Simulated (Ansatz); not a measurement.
# FCI/STO-3G run of SO2 (sulfur dioxide)

What is the electronic atomisation energy of SO2 (sulfur dioxide) at FCI/STO-3G? 

The calculation is run with Ansatz 0.2.0.

47 further runs of the same task are left out: 20 that didn't finish, 27 set aside as unsound or not needed.

## 1. The system as given

SO2: 3 atoms, total charge 0, spin state singlet. As SMILES, `O=S=O`. The shape is that of a GFN2-xTB optimisation.

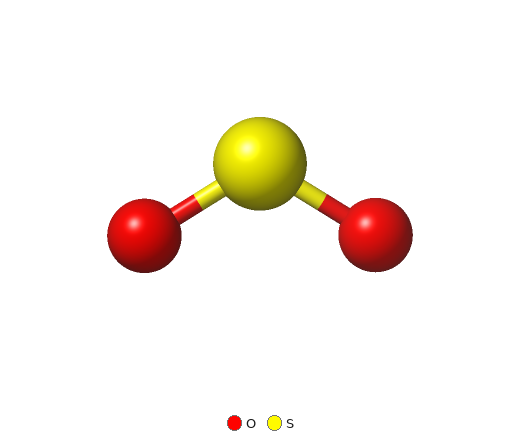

The structure, seen from a chosen angle (oxygen red, sulfur yellow).

## 2. The energy at FCI/STO-3G

File input.yaml:

```yaml
basis:
  gaussian:
    orbitals: STO-3G
crystal:
  periodic: [false, false, false]
  atoms:
    - {symbol: O, position_ang: [-0.970250, 0.629650, -0.459050]}
    - {symbol: S, position_ang: [0.280030, 0.371410, 0.194090]}
    - {symbol: O, position_ang: [0.690220, -1.001060, 0.264960]}
correlation:
  method: fci
  frozen_orbitals: {O: 1, S: 5}
accuracy: high
```

On the command line:

```
$ ansatz run input.yaml --threads 1 --pin off --max-ram 2610MiB --events-out events.jsonl --progress --plain --runs-dir runs
```

What it wrote:

```text
Warning: RAYON_NUM_THREADS=1 ignored (pool sized by the plan → 1); use --threads N
Functional definition: HF
  name "HF"
  exchange = exact_x
  correlation = 0
336 factors; integrals over basis functions are off by at most 2.4e-8 eV
mean field evaluation 1: about -14706.1849 eV, gradient 3.4e1 eV
mean field evaluation 2: about -14706.2650 eV, gradient 3.4e1 eV
mean field evaluation 4: about -14710.6644 eV, gradient 1.4e0 eV
mean field evaluation 8: about -14710.6743 eV, gradient 4.6e-6 eV
mean field -14710.67433737 eV, -540.6073106452 hartree, gradient 1.7e-8 eV, S^2 0.000000; 0 other end points of the search recorded, 0 dependent functions left out; unrestricted orbitals would lower it
mean field evaluation 16: about -14711.1613 eV, gradient 2.0e1 eV
unrestricted determinant -14712.75831852 eV, -540.6838955398 hartree, S^2 0.8775
7 core orbitals not correlated: weight in the atoms' cores, before any rotation towards them, 1.000 or more for the frozen orbitals, at most 0.000 for the correlated occupied ones
reference -14710.67433737 eV, -540.6073106452 hartree; 9, 9 occupied and 3, 3 virtual orbitals, 336 factors
state -14716.39507464 eV, -540.8175438620 hartree
Total energy: -14716.39507464 eV, -540.8175438620 hartree
```

It took 0.57 s on 1 thread of AMD EPYC 7R43 (Zen 3), shared host.

## 3. The O atom at the same level

File in.yaml:

```yaml
crystal:
  periodic: [false, false, false]
  atoms:
    - symbol: O
      position_ang: [0.000000, 0.000000, 0.000000]
basis:
  gaussian: {orbitals: STO-3G}
magnetization: {spin_polarized: true, initial_magnetization: 2}
correlation: {method: fci, frozen_orbitals: {O: 1}}
accuracy: high
```

On the command line:

```
$ ansatz run in.yaml --threads 1 --pin off --max-ram 2610MiB --events-out events.jsonl --progress --plain --runs-dir runs
```

What it wrote:

```text
Warning: RAYON_NUM_THREADS=1 ignored (pool sized by the plan → 1); use --threads N
[... 4 set-up lines as earlier in the session ...]
15 factors; integrals over basis functions are off by at most 1.1e-9 eV
mean field evaluation 1: about -2008.3132 eV, gradient 1.7e-14 eV
mean field evaluation 2: about -2008.3132 eV, gradient 0.0e0 eV
mean field -2008.31323932 eV, -73.8041502613 hartree, gradient 0.0e0 eV, S^2 2.000000; 2 other end points of the search recorded, 0 dependent functions left out
mean field evaluation 4: about -2008.3132 eV, gradient 2.1e-12 eV
1 core orbitals not correlated: weight in the atoms' cores, before any rotation towards them, 1.000 or more for the frozen orbitals, at most 0.000 for the correlated occupied ones
reference -2008.31323932 eV, -73.8041502613 hartree; 4, 2 occupied and 0, 2 virtual orbitals, 15 factors
state -2008.31323932 eV, -73.8041502613 hartree
Total energy: -2008.31323932 eV, -73.8041502613 hartree
```

It took 0.06 s on 1 thread of AMD EPYC 7R43 (Zen 3), shared host.

## 4. The S atom

File molecule.yaml:

```yaml
crystal:
  periodic: [false, false, false]
  atoms:
    - {symbol: S, position_ang: [0.000000, 0.000000, 0.000000]}
basis:
  gaussian:
    orbitals: STO-3G
magnetization:
  spin_polarized: true
  initial_magnetization: 2
correlation:
  method: fci
  frozen_orbitals: {S: 5}
accuracy: high
```

Run the same way, it converges to -393.13022 Eh (log not shown).

## 5. What came out

At FCI/STO-3G, 7 core orbitals frozen:

| quantity | value |
| --- | --- |
| molecule: total energy | -540.81754 Eh |
| molecule: correlation energy (7 core orbitals frozen) | -210.2 mEh |
| O atom: total energy | -73.80415 Eh |
| O atom: correlation energy (1 core orbital frozen) | 0.0 mEh |
| S atom: total energy | -393.13022 Eh |
| S atom: correlation energy (5 core orbitals frozen) | 0.0 mEh |
| electronic atomisation energy | 2.150 eV |

What this shows: Taking the molecule apart into free atoms costs 2.15 eV (207 kJ/mol), before zero-point energy and without spin-orbit coupling. In a minimal basis such a difference can be off by several eV, whatever the method. The restricted solution (molecule) is unstable to spin breaking: an unrestricted one lies lower.
